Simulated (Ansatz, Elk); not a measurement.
# NaCuS2: X-ray structure factors from the self-consistent density

The structure of NaCuS2 used here is made up (a known structure type with other elements) and was relaxed beforehand with PBEsol. The aim is the Fourier transform of its all-electron density, F(hkl), set beside the sum over free spherical atoms that refinements use.

Main program and level: Elk 11.2.3 (patched build); DFT, PBE, all-electron APW+lo, Dirac cores, scalar-relativistic bands, static density, no spin.

The structure was built from a prototype and need not be the compound's stable phase.

### 1. Starting point

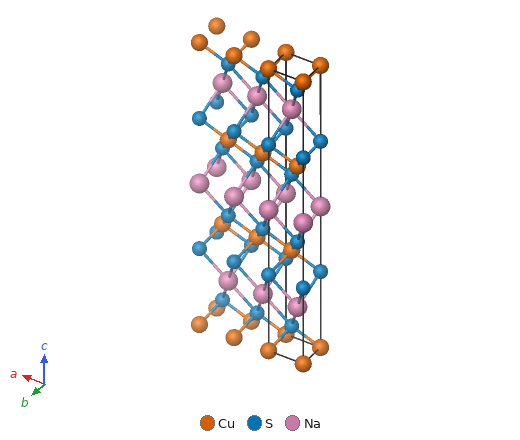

The starting structure, seen from a free direction (copper orange, sulfur blue, sodium pink). 3×1×1 cells are drawn. This picture shows the conventional cell, with its axes. Bonds to atoms that aren't drawn are left out. Some periodic images of atoms are drawn too.

As a file:

```cif
data_structure
_symmetry_space_group_name_H-M 'P 1'
_symmetry_Int_Tables_number 1
_cell_length_a 6.8520
_cell_length_b 6.8520
_cell_length_c 6.8520
_cell_angle_alpha 29.423
_cell_angle_beta 29.423
_cell_angle_gamma 29.423
_cell_volume 68.71
loop_
_atom_site_label
_atom_site_type_symbol
_atom_site_fract_x
_atom_site_fract_y
_atom_site_fract_z
_atom_site_occupancy
Cu1 Cu 0.00000 0.00000 0.00000 1
S2 S 0.26912 0.26912 0.26912 1
S3 S 0.73088 0.73088 0.73088 1
Na4 Na 0.50000 0.50000 0.50000 1
```

### 2. Ground state and structure factors

An all-electron density is needed, since X-rays see the cores too. Task 0 finds the density and task 195 Fourier-transforms it; tshift is off so that phases refer to the origin typed.

Contents of elk.in:

```
tasks
  0
  195

xctype
  20

spinpol
  .false.

rgkmax
  7.0

gmaxvr
  14.0

lmaxo
  7

lmaxapw
  8

swidth
  0.002

tshift
  .false.

ramdisk
  .false.

hmaxvr
  5.5

maxscl
  120

epspot
  1e-06

sppath
  './'

avec
  3.28828324609 1.89849121697 12.37911934861
  -3.28828324609 1.89849121697 12.37911934861
  0.00000000000 -3.79698243494 12.37911934846

atoms
  3
  'Cu.in'
  1
  0.0000000000 0.0000000000 0.0000000000   0.000000 0.000000 0.000000
  'S.in'
  2
  0.2691191644 0.2691191644 0.2691191644   0.000000 0.000000 0.000000
  0.7308808356 0.7308808356 0.7308808356   0.000000 0.000000 0.000000
  'Na.in'
  1
  0.5000000000 0.5000000000 0.5000000000   0.000000 0.000000 0.000000

ngridk
  8 8 8
```

On the command line:

```sh
> OMP_NUM_THREADS=4 elk
```

Numbers of over 12 decimals in the logs are rounded to 6 here.

The log of the run:

```text
┌─────────────────────────┐
│ Elk code version 11.2.3 │
└─────────────────────────┘

All units are atomic (Hartree, Bohr, etc.)

┌─────────────────────────────────────────────────┐
│ Ground-state run starting from atomic densities │
└─────────────────────────────────────────────────┘

Lattice vectors :
   3.288283246       1.898491217       12.37911935
  -3.288283246       1.898491217       12.37911935
   0.000000000      -3.796982435       12.37911935

Reciprocal lattice vectors :
  0.9553899158      0.5515946251      0.1691877300
 -0.9553899158      0.5515946251      0.1691877300
  0.3275993319E-17  -1.103189250      0.1691877300

Unit cell volume      :    463.6804791
Brillouin zone volume :   0.5349593624

Muffin-tin inner radius fraction :   0.1000000000E-01

Nuclei treated as point charges

Species : 1 (Cu)
 parameters loaded from : Cu.in
 name : copper
 nuclear charge    :   -29.00000000
 electronic charge :    29.00000000
 atomic mass :    115837.2717
 muffin-tin radius :    2.313264842
 number of radial points in muffin-tin :    993
 inner part over the whole radius :   0.9844373163E-02
 number on inner part of muffin-tin    :    700
 approximate nuclear radius :   0.7406004541E-04
 number of mesh points to nuclear radius :    337
 atomic positions (lattice), magnetic fields (Cartesian) :
  1 :   0.00000000  0.00000000  0.00000000    0.00000000  0.00000000  0.00000000

Species : 2 (S)
 parameters loaded from : S.in
 name : sulphur
 nuclear charge    :   -16.00000000
 electronic charge :    16.00000000
 atomic mass :    58450.91931
 muffin-tin radius :    2.120492772
 number of radial points in muffin-tin :    793
 inner part over the whole radius :   0.9810174436E-02
 number on inner part of muffin-tin    :    553
 approximate nuclear radius :   0.6195814986E-04
 number of mesh points to nuclear radius :    251
 atomic positions (lattice), magnetic fields (Cartesian) :
  1 :   0.26911916  0.26911916  0.26911916    0.00000000  0.00000000  0.00000000
  2 :  -0.26911916 -0.26911916 -0.26911916    0.00000000  0.00000000  0.00000000

Species : 3 (Na)
 parameters loaded from : Na.in
 name : sodium
 nuclear charge    :   -11.00000000
 electronic charge :    11.00000000
 atomic mass :    41907.78703
 muffin-tin radius :    2.200000000
 number of radial points in muffin-tin :    793
 inner part over the whole radius :   0.9883648912E-02
 number on inner part of muffin-tin    :    551
 approximate nuclear radius :   0.5574345702E-04
 number of mesh points to nuclear radius :    238
 atomic positions (lattice), magnetic fields (Cartesian) :
  1 :   0.50000000  0.50000000  0.50000000    0.00000000  0.00000000  0.00000000

Total number of atoms per unit cell :    4
Total muffin-tin volume :    176.3324721
 ratio of muffin-tin to unit cell volume :   0.3802887549

Spin treatment :
 spin-unpolarised

Number of Bravais lattice symmetries :   12
Number of crystal symmetries         :   12
Crystal has inversion symmetry
Real symmetric eigensolver will be used

k-point grid :      8     8     8
k-point offset :    0.000000000       0.000000000       0.000000000
k-point set is reduced with full crystal symmetry group
Total number of k-points :       65

Muffin-tin radius times maximum |G+k| :    7.000000000
 using average radius
Maximum |G+k| for APW functions       :    3.198446328
Maximum (1/2)|G+k|²                   :    5.115029457
Maximum |G| for potential and density :    14.00000000
Constant for pseudocharge density :    8
 order of it for each species :   15  15  15
 order of it for pair densities of each species (exact exchange by exxq0 0: 16) :   11   9  10
Radial integration step length :    1

G-vector grid sizes :     60    60    60
Number of G-vectors :    21571

Maximum angular momentum used for
 APW functions            :    8
 outer part of muffin-tin :    7
 inner part of muffin-tin :    2

Total nuclear charge    :   -72.00000000
Total core charge       :    34.00000000
Total valence charge    :    38.00000000
[...]
total energy                :     -2615.8551110129

Density of states at Fermi energy :    173.2400339
 (states/Hartree/unit cell)

Estimated indirect band gap :   0.2132494596E-03
 from k-point 54 to k-point 41
Estimated direct band gap   :   0.3999357419E-02
 at k-point 55

Charges :
 core                        :    34.00000000
 valence                     :    38.00000000
 interstitial                :    5.827798085
 muffin-tins (core leakage)
  species : 1 (Cu)
   atom 1                    :    26.75530076     (  0.2847793764E-03)
  species : 2 (S)
   atom 1                    :    14.67047647     (  0.1177444170E-03)
[...]
species : 3 (Na)
[...]
total in muffin-tins        :    66.17220192
 total calculated charge     :    71.99845832
 total charge                :    72.00000000
 error                       :   0.1541683313E-02

RMS change in Kohn-Sham potential (target) :   0.7933216073     (  0.1000000000E-05)
Absolute change in total energy (target)   :   0.6498740173     (  0.1000000000E-03)

[... loops 3 to 15 left out ...]

┌──────────────────┐
│ Loop number : 16 │
└──────────────────┘

Energies :
 Fermi                       :     0.160121
 sum of occupied eigenvalues :     -1480.0466064778
 electron kinetic            :      2647.8749830246
 core electron kinetic       :      2386.7737419895
 Coulomb                     :     -5130.4620260591
 Coulomb potential           :     -3955.1661313023
 nuclear-nuclear             :     -351.78440148212
 electron-nuclear            :     -5611.6258370923
 Hartree                     :      832.94821251533
 Madelung                    :     -3152.8789604079
 xc potential                :     -172.75545820007
 exchange                    :     -130.24881566143
 correlation                 :     -3.064301
 electron entropic           :    -0.16194372679536E-02
 total energy                :     -2615.9017786701

Density of states at Fermi energy :    124.7294165
 (states/Hartree/unit cell)

Estimated indirect band gap :   0.1085745109E-02
 from k-point 19 to k-point 7
Estimated direct band gap   :   0.5488004248E-02
 at k-point 55

Charges :
 core                        :    34.00000000
 valence                     :    38.00000000
 interstitial                :    5.365007654
 muffin-tins (core leakage)
  species : 1 (Cu)
[...]
species : 2 (S)
[...]
species : 3 (Na)
[...]
total in muffin-tins        :    66.63499235
 total calculated charge     :    71.99843692
 total charge                :    72.00000000
 error                       :   0.1563083337E-02

RMS change in Kohn-Sham potential (target) :   0.2246723765E-06 (  0.1000000000E-05)
Absolute change in total energy (target)   :   0.1102175474E-04 (  0.1000000000E-03)

Convergence targets achieved

┌──────────────────┐
│ Loop number : 17 │
└──────────────────┘

Energies :
 Fermi                       :     0.160121
 sum of occupied eigenvalues :     -1480.0466103100
 electron kinetic            :      2647.8749786217
 core electron kinetic       :      2386.7737403942
 Coulomb                     :     -5130.4620239058
 Coulomb potential           :     -3955.1661319276
 nuclear-nuclear             :     -351.78440148212
 electron-nuclear            :     -5611.6258322165
 Hartree                     :      832.94820979283
 Madelung                    :     -3152.8789579420
 xc potential                :     -172.75545700409
 exchange                    :     -130.24881552563
 correlation                 :     -3.064301
 electron entropic           :    -0.16194373960484E-02
 total energy                :     -2615.9017807880

Density of states at Fermi energy :    124.7294280
 (states/Hartree/unit cell)

Estimated indirect band gap :   0.1085742646E-02
 from k-point 19 to k-point 7
Estimated direct band gap   :   0.5487998785E-02
 at k-point 55

Charges :
 core                        :    34.00000000
 valence                     :    38.00000000
 interstitial                :    5.365007664
 muffin-tins (core leakage)
  species : 1 (Cu)
[...]
species : 2 (S)
   atom 1                    :    14.26161895     (  0.1185828010E-03)
   atom 2                    :    14.26161895     (  0.1185828010E-03)
  species : 3 (Na)
   atom 1                    :    10.07111941     ( -0.9715865446E-07)
 total in muffin-tins        :    66.63499234
 total calculated charge     :    71.99843692
 total charge                :    72.00000000
 error                       :   0.1563083154E-02

┌──────────────────────────────┐
│ Self-consistent loop stopped │
└──────────────────────────────┘

Warning : core states of species 1 leak from the muffin-tin :   0.2517925017E-03

Warning : core states of species 2 leak from the muffin-tin :   0.1185828010E-03

Wrote STATE.OUT
```

Elapsed: 30 s, on 4 threads of Arm Neoverse V2, shared host; peak memory 0.16 GiB; 88 s of CPU time.

SFACRHO.OUT:

```text

h k l indices transformed by vhmat matrix:
   1.000000000       0.000000000       0.000000000    
   0.000000000       1.000000000       0.000000000    
   0.000000000       0.000000000       1.000000000    

      h      k      l  multipl.   |H|            Re(F)            Im(F)           |F|

      0      0      0      1   0.0000000       71.999999     -0.19327393E-16   71.999999    
     -1     -1     -1      2  0.50756319       28.101376      0.14100618E-13   28.101376    
      2      2      2      2   1.0151264       14.957291      0.35545472E-13   14.957291    
      1      0      0      6   1.1160874       12.796675     -0.28923605E-14   12.796675    
      0      1      1      6   1.1539170       9.5757954      0.14198311E-13   9.5757954    
      1      1      2      6   1.2942250       51.941783     -0.69423593E-14   51.941783    
     -1     -2     -2      6   1.3901938       2.3562755     -0.84097533E-14   2.3562755    
      3      3      3      2   1.5226896      -4.0552854      0.11347473E-13   4.0552854    
     -3     -2     -2      6   1.6185260       28.858673      0.65876222E-14   28.858673    
     -3     -3     -2      6   1.7461368       39.288248     -0.90681383E-14   39.288248    
      0      1     -1      6   1.9107798       45.529903     -0.97083398E-15   45.529903    
      0      2      1     12   1.9770432       19.152639     -0.94783699E-14   19.152639    
      3      4      3      6   2.0197711       19.883103      0.47785852E-14   19.883103    
      4      4      4      2   2.0302528       28.335203      0.34175015E-13   28.335203    
      4      4      3      6   2.1634670       28.985630     -0.15075722E-13   28.985630    
      2      1      3     12   2.1636916       12.222573      0.65105246E-14   12.222573    
     -1     -1      1      6   2.2128558       10.003049     -0.84820549E-15   10.003049    
      0     -2      0      6   2.2321747       8.1638352     -0.94941200E-14   8.1638352
```

Elk indexes on the primitive cell of elk.in and gives |H| = 4π sin θ/λ in inverse bohr. Below, one row stands for each form hkl of the conventional cell (m members, Friedel mates merged), F is for one primitive cell and the density is static (no thermal factor). Free-atom factors are Waasmaier and Kirfel's, and R is Σm||F|−|F'||/Σm|F|.

```csv
hkl,m,sin θ/λ (Å⁻¹),"abs F, DFT",neutral atoms,diff.
003,2,0.076,28.101,28.141,-0.040
006,2,0.153,14.957,15.472,-0.514
101,6,0.168,12.797,13.053,-0.257
012,6,0.173,9.576,10.177,-0.601
104,6,0.195,51.942,52.111,-0.169
015,6,0.209,2.356,2.703,-0.347
009,2,0.229,4.055,3.790,+0.265
107,6,0.243,28.859,29.223,-0.365
018,6,0.263,39.288,39.757,-0.469
110,6,0.287,45.530,45.880,-0.350
113,12,0.297,19.153,19.453,-0.301
1 0 10,6,0.304,19.883,20.080,-0.197
0 0 12,2,0.305,28.335,28.797,-0.462
0 1 11,6,0.325,28.986,29.288,-0.303
116,12,0.325,12.223,12.444,-0.222
021,6,0.333,10.003,10.261,-0.258
202,6,0.336,8.164,8.375,-0.212
024,6,0.347,39.068,39.336,-0.268
205,6,0.355,2.478,2.475,+0.003
119,12,0.367,2.829,2.800,+0.030
1 0 13,6,0.370,4.715,4.716,-0.000
027,6,0.377,23.381,23.517,-0.136
```

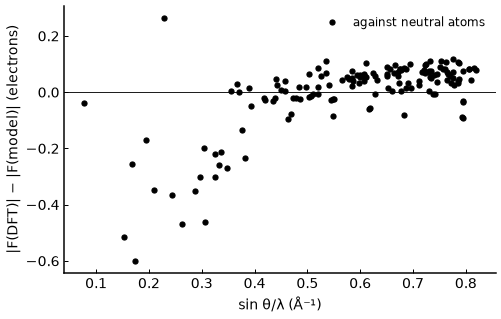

Difference between the calculated structure factors and the independent-atom ones.

### 3. The highest occupied states alone

An energy window below the Fermi level keeps the highest occupied states, to see at which angles they scatter; shallow core shells can lie inside it and anion s states outside. No new self-consistency is needed.

Changes to elk.in since step 2:

```diff
@@ -1,3 +1,2 @@
 tasks
-  0
   195
@@ -40,2 +39,5 @@
 
+wsfac
+  -0.280870 0.460120
+
 sppath
```

On the command line:

```sh
> OMP_NUM_THREADS=4 elk
```

The log of the run:

```text
┌─────────────────────────────────┐
│ Elk code version 11.2.3 started │
└─────────────────────────────────┘

Info(readinput): the functional depends on the density's gradient
 muffin-tin radial points multiplied by    2.00000
 (not where nrmtscf is given)

┌────────────────────┐
│ Current task : 195 │
└────────────────────┘
Info(checkmt): changed muffin-tin radius of species 1 (Cu) from   2.4000 to   2.3133
Info(checkmt): changed muffin-tin radius of species 2 (S) from   2.2000 to   2.1205

Info(sfacrho): density structure factors written to SFACRHO.OUT

 Energy window :  -0.2808700000      0.4601200000

┌──────────────────┐
│ Elk code stopped │
└──────────────────┘
```

Elapsed: 6.2 s, on 4 threads; peak memory 0.18 GiB.

States within 12 eV below the Fermi level hold 20.87 electrons; any levels below the window count with the cores, and a count that is not whole means the window cuts a band. Their amplitudes can exceed the total, where window and core parts have opposite phase:

```csv
hkl,sin θ/λ (Å⁻¹),"abs F, window","abs F, all"
003,0.076,11.931,28.101
006,0.153,4.439,14.957
101,0.168,7.100,12.797
012,0.173,3.852,9.576
104,0.195,9.279,51.942
015,0.209,5.342,2.356
009,0.229,4.771,4.055
107,0.243,6.527,28.859
018,0.263,5.792,39.288
110,0.287,5.346,45.530
```

(Continued in part 2 of 2.)

[Logs are printed without paths, hosts, clocks, repeated set-up lines and the standing remarks that a program may print on its own settings, such as how far it seeks lower states.]

[Hosts, paths, dates, database ids (printed as entryN), source tags and the programs' standing remarks are cut or masked in the printed files.]
